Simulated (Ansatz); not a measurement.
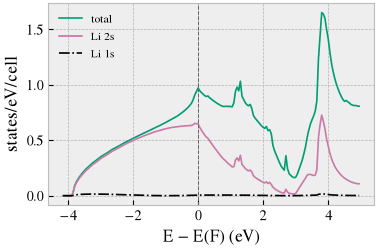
Figure: Total and projected density of states of Li (hcp (Mg type), space group No. 194), the program Ansatz at the r²SCAN level (PAW)

Question: Which orbitals carry the states next to the Fermi level?

Answer: Within 0.5 eV of the Fermi level: Li 2s 67 %, outside the projected shells 32 %. Projections are on Löwdin-orthogonalised atomic valence shells; empty p or d shells of many metals are not among them.

Space group P6_3/mmc (hcp (Mg type)). A made-up cell: these elements were put on the sites of a structure type; the Crystallography Open Database files this formula in space group No. 194, but the cells were not matched. It is not the phase usual at ambient conditions (space group No. 229). The r²SCAN relaxation kept the symmetry of its start; of distortions, only those at the zone centre were tested.

Potentials: the later of the program's two PAW sets.
